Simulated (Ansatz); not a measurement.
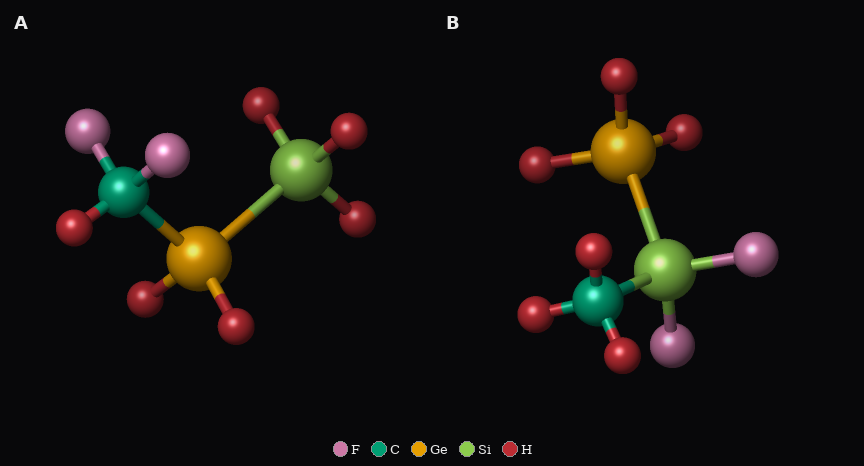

2 stationary structures of one formula. Geometries: PBE0-D4/def2-TZVP. Electronic energies: CCSD(T)/CBS (MP2 limit from def2-TZVPP and def2-QZVPP plus CCSD(T) − MP2) (Ansatz 0.2.0), without zero-point energy. No frequency run is at hand to confirm each as a minimum. Each is one conformer, not always the lowest.

> Are they conformers, stereoisomers or constitutional isomers?

They are constitutional isomers of CH6F2GeSi: A `F[CH](F)[GeH2][SiH3]`, B `C[Si](F)(F)[GeH3]`.

> Rank them by energy, lowest first.

B is lowest; A lies 470.7 kJ/mol above it.

Give E(B) − E(A) in kJ/mol at these levels too: RHF-MP2 (frozen core)/def2-QZVPP; CCSD(T)/CBS (MP2 limit from def2-TZVPP and def2-QZVPP plus CCSD(T) − MP2); ωB97M-V/def2-TZVPP; B2PLYP (frozen core)/def2-TZVPP; PBE-D4/def2-TZVPP; B3LYP-D4/def2-TZVPP; PBE0-D4/def2-TZVPP; ωB97X-V/def2-TZVPP.

```tsv
level	E(B) − E(A) (kJ/mol)
RHF-MP2 (frozen core)/def2-QZVPP	−487.5
CCSD(T)/CBS (MP2 limit from def2-TZVPP and def2-QZVPP plus CCSD(T) − MP2)	−470.7
ωB97M-V/def2-TZVPP	−458.5
B2PLYP (frozen core)/def2-TZVPP	−462.9
PBE-D4/def2-TZVPP	−432.5
B3LYP-D4/def2-TZVPP	−453.1
PBE0-D4/def2-TZVPP	−446.8
ωB97X-V/def2-TZVPP	−448.1
```
